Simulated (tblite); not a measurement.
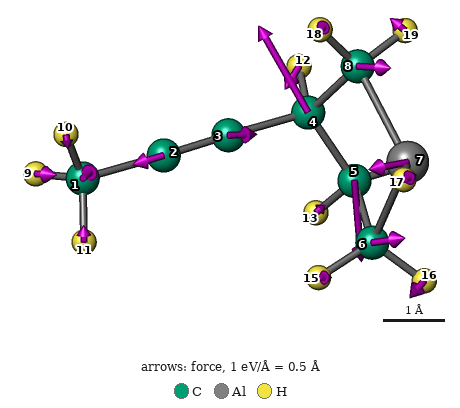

Starting geometry of C$_{7}$H$_{11}$Al with the computed forces as purple arrows. The picture is a ball-and-stick view, seen at a tilt.

The calculation used GFN2-xTB geometry optimisation, gas phase (tblite 0.8.0). 

> What follows when this structure is relaxed?

It isn't relaxed: the largest force vector, on a C atom, is 3.32 eV/Å. The final displacements have little in common with the starting forces (cosine between the two patterns 0.15). After 116 geometry steps the energy has fallen by 76.5 kJ/mol. An H atom moves most after the best rigid fit: 1.14 Å. Largest moves by element: H 1.14 Å, Al 0.90 Å, C 0.33 Å. Some distances before and after: Al–C 3.287 → 2.538 Å, C–C 1.459 → 1.544 Å, Al–H 1.601 → 1.539 Å, C–H 1.137 → 1.096 Å. Bond angles that change, for instance: Al–C–H 109.0° → 121.2°, Al–C–H 110.1° → 121.9°, C–C–Al 97.8° → 88.1°. Groups turn about C–C by about 25°. Cost: 1.5 s on 1 thread of Arm Neoverse N1, on a shared host.
